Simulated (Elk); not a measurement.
Band structure of TiCo (Pm-3m, 2 atoms in the cell).

```yaml
crystal:
  lattice:
    - [2.96309, 0.00000, 0.00000]
    - [0.00000, 2.96309, 0.00000]
    - [0.00000, 0.00000, 2.96309]
  atoms:
    - { symbol: Ti, position: [0.00000, 0.00000, 0.00000] }
    - { symbol: Co, position: [0.50000, 0.50000, 0.50000] }
```

Computed with PBE, all-electron FP-LAPW, Elk's shipped species files, APW+lo basis with extra local orbitals in Elk.

Settings: xctype = 20; rgkmax = 8; stype = 3; swidth = 0.00499791 Ha; ngridk = 9 9 9; gmaxvr = 16 1/bohr; nxlo = 2; lorbcnd = true; rmtscf = 0.95; lmaxi = 3.

The starting cell has typed, rounded lattice constants, without a prior relaxation at this level. Its lattice was rescaled by a random factor within 2.5 % of one. Spin polarisation is off. Values depend on the basis (sphere radii, cutoffs, local orbitals), which need not be converged.

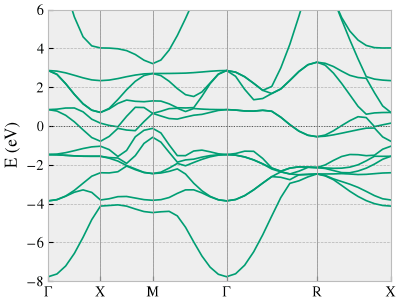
Figure. Bands along the path, energies from the Fermi level.

Levels in eV from the Fermi level, bands 10 to 17:
```tsv
point	10	11	12	13	14	15	16	17
Γ	-3.87	-1.48	-1.48	-1.48	0.84	0.84	2.86	2.86
X	-2.41	-1.56	-1.56	-1.05	-0.79	0.14	0.70	0.70
M	-2.46	-2.46	-0.58	-0.13	0.65	0.65	1.29	2.70
R	-2.48	-2.15	-2.15	-2.15	-0.56	-0.56	3.29	3.29
```

Bands cross the Fermi level along this path, so the cell is metallic at this level.
